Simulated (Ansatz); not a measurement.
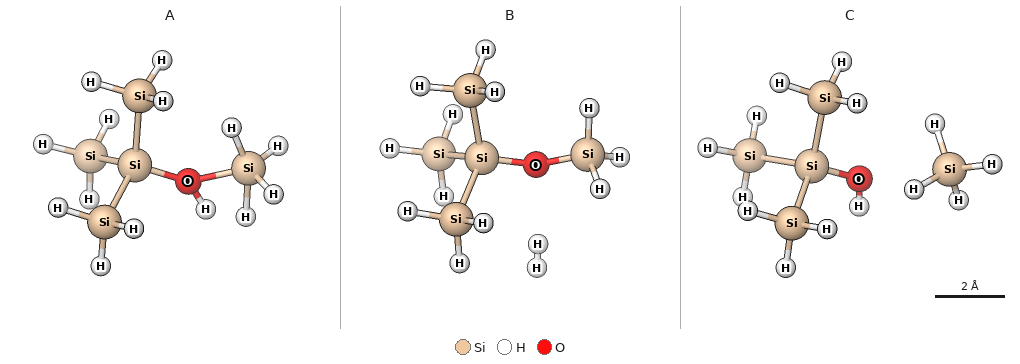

Three geometries of Si$_{5}$H$_{14}$O: a saddle point and the two relaxed ends that it joins, in shuffled order. A ball-and-stick model, seen face on. Sticks join atoms that are closer than about 1.2 times the sum of their covalent radii (a little more with hydrogen).

Stationary points at PBE0-D4/def2-TZVP, single-point energies with B2PLYP, BLYP-D4, CCSD(T)/CBS, B97M-V (def2-TZVPP where no basis is named; Ansatz 0.2.0). The energies are electronic, without zero-point or thermal terms, and both ends are the relaxed geometries reached downhill from the saddle, with any fragments still in contact. CCSD(T)/CBS stands for a frozen-core estimate: MP2 correlation extrapolated from def2-TZVPP and def2-QZVPP, CCSD(T) minus MP2 from the smaller set.

Which frame is the transition state, what reaction does it lead through, and what barrier is to be expected?

Frame A is the saddle point. Counted by bonded pieces, C holds SiH₄ + Si₄H₁₀O and B holds H₂ + Si₅H₁₂O. From C over the saddle to B, bonds form: O–Si (3.12 → 1.84 → 1.64 Å), H–H (3.09 → 1.19 → 0.75 Å). Bonds break: H–Si (1.48 → 1.72 → 4.27 Å), H–O (0.96 → 1.09 → 2.72 Å). The saddle has one imaginary mode, 1160i cm⁻¹. With B2PLYP the barrier is 158.8 kJ/mol from C and 235.9 kJ/mol from B, and B lies 77.2 kJ/mol below C.

```tsv
level	barrier from C (kJ/mol)	barrier from B (kJ/mol)	B less C (kJ/mol)
B2PLYP	158.8	235.9	−77.2
BLYP-D4	144.6	220.5	−75.9
CCSD(T)/CBS	158.4	235.9	−77.5
B97M-V	147.5	218.7	−71.2
```

Against CCSD(T)/CBS, B2PLYP comes closest on the barrier from C (+0.3 kJ/mol) and BLYP-D4 misses most (−13.8 kJ/mol).

Limits of the set-up: the start holds two separate molecules, 2.9 Å apart at their closest, whose relative position is a soft coordinate.
